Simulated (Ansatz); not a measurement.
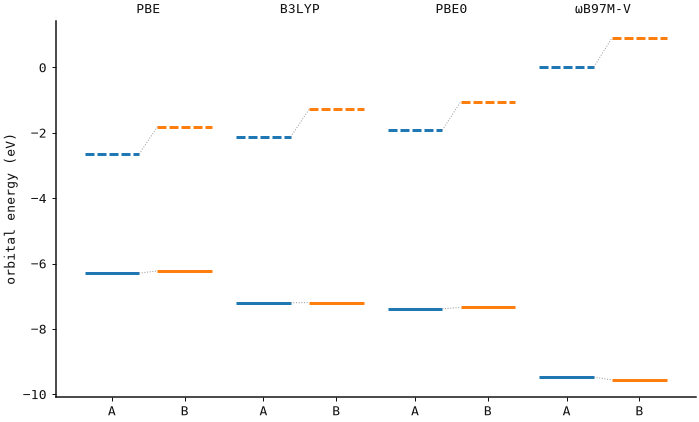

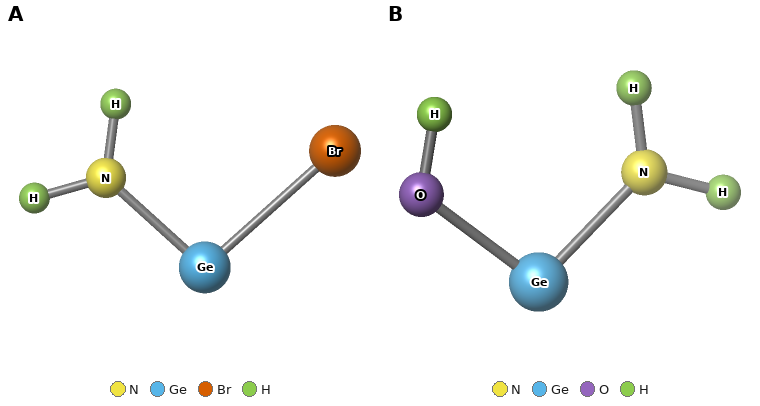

One change: A, GeNH₂Br (SMILES [NH2][Ge][Br]), becomes B, GeNH₃O (SMILES [NH2][Ge][OH]). Br on Ge is replaced by OH. HOMO (solid) and LUMO (dashed) computed in def2-TZVPP at PBE0-D4/def2-TZVP geometries, both minima by their frequencies, gas phase, the Ansatz code 0.2.0. Empty levels above zero depend strongly on the basis.

> What does the change do to HOMO and LUMO?

PBE: the HOMO rises by 0.07 eV, the LUMO rises by 0.83 eV, and the separation goes from 3.65 to 4.41 eV. B3LYP: the HOMO hardly moves, the LUMO rises by 0.83 eV, and the separation goes from 5.08 to 5.91 eV. PBE0: the HOMO rises by 0.05 eV, the LUMO rises by 0.86 eV, and the separation goes from 5.47 to 6.28 eV. ωB97M-V: the HOMO falls by 0.08 eV, the LUMO rises by 0.89 eV, and the separation goes from 9.50 to 10.47 eV.

> Do the functionals agree on the effect?

They agree on the larger shifts, and differ in sign only where the shift is under 0.1 eV; the HOMO shift lies between −0.08 and 0.07 eV and the LUMO shift between 0.83 and 0.89 eV, while the separations themselves differ by up to 6.1 eV between functionals.
